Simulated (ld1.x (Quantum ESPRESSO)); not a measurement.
Input of ld1.x (Quantum ESPRESSO) 7.5:

```
 &input
   title='Sn', zed=50., rel=1, dft='PBE', iswitch=3,
   config='[Kr] 4d10 5s2 5p1',
   nld=2, rlderiv=2.70, eminld=-3.0, emaxld=5.0, deld=0.02
 /
 &inputp
   pseudotype=3, tm=.true., lloc=-2, rcloc=2.15,
   nlcc=.false.,
   file_pseudopw='Sn.UPF', file_wfcaegen='ae.wfc', file_wfcncgen='nc.wfc', file_beta='beta', file_chi='chi', file_wfcusgen='us.wfc'
 /
4
5S  1  0   2.00   0.00  1.95  2.10  0.0
5S  1  0   0.00  -0.75  1.95  2.10  0.0
5P  2  1   1.00   0.00  2.20  2.50  0.0
5P  2  1   0.00   0.05  2.20  2.50  0.0
 &test
   configts(1)='5s2 5p1'
 /
```

Launched with:
```bash
ld1.x < Sn.in > Sn.out
```

Functional and relativity: PBE, scalar-relativistic.

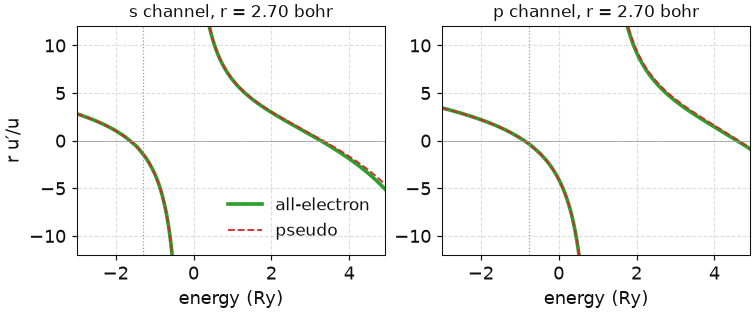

Logarithmic derivatives r u′/u at the test radius against energy, all-electron atom (solid) and pseudo-atom (dashed). Here u = r R(r). The dotted line marks the reference energy of the channel.

**At which energies does the logarithmic derivative pass through zero?**

s: all-electron -1.6 and 3.3 Ry, pseudo -1.6 and 3.3 Ry; p: all-electron -0.9 and 4.6 Ry, pseudo -0.9 and 4.6 Ry.

**Where are the poles, the energies at which the radial function vanishes at the test radius?**

s: all-electron at -0.2 Ry, pseudo at -0.2 Ry; p: all-electron at 1.0 Ry, pseudo at 1.0 Ry.

The potential isn't sound: its ghost test gives ghost state below the valence levels: d at -4.5 eV.
